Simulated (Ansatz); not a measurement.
## GaAs: 4 layers

Take GaAs in the zinc blende structure (space group F-43m, No. 216; a = 5.6667 Å) as the base. Axes: x, y, z lie along the cube axes.

Now apply this change: a free-standing slab of 4 layers (8 atoms, 2 a layer) is cut normal to [110], with 15 Å of vacuum and the in-plane cell held at bulk.

Calculations: r2SCAN/PAW in Ansatz (a quantum-chemistry and plane-wave program), scalar-relativistic without spin-orbit coupling. Γ-centred 8×6×1 mesh, Fermi–Dirac width 0.05 eV, for the changed cell.

| quantity | base | changed | shift |
|---|---|---|---|
| layer's space group (with vacuum) | – | Pmn2_1 (No. 31) | – |
| shortest interatomic distance | 4.637 bohr | 4.570 bohr | -0.0664 bohr |
| band gap | 0.96 eV | 1.31 eV | +0.35 eV |
| gap character | – | indirect, Γ → Γ–X (83 % along) | – |
| smallest direct gap | 0.96 eV | 1.67 eV | +0.71 eV |
| valence-band top at Γ (three highest levels, from the VBM) | 0.00, 0.00, 0.00 eV | 0.00, -0.54, -0.69 eV | – |
| excess energy per area of both faces (slab less bulk energy over the cell's area: twice a surface energy) | – | 1.42 J/m² | – |
| thickness between the outermost nuclei | – | 6.51 Å | – |

Final structure:

```
CELL_PARAMETERS angstrom
      4.00696     0.00000     0.00000
      0.00000     5.66670     0.00000
      0.00000     0.00000    21.01045
ATOMIC_POSITIONS crystal
  As 0.75000 0.50382 0.34516
  Ga 0.25000 0.29699 0.37893
  As 0.25000 0.97564 0.45469
  Ga 0.75000 0.72354 0.44660
  As 0.75000 0.47564 0.54531
  Ga 0.25000 0.22354 0.55340
  As 0.25000 0.00382 0.65484
  Ga 0.75000 0.79699 0.62107
```

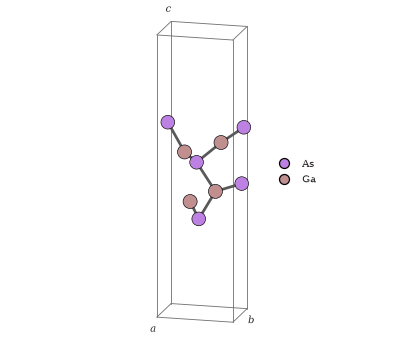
*The relaxed cell after the change*

Slab and bulk use different k-meshes, which limits the precision of the excess energy. Stability against distortions was not tested. k-point labels follow each cell's own Brillouin zone.
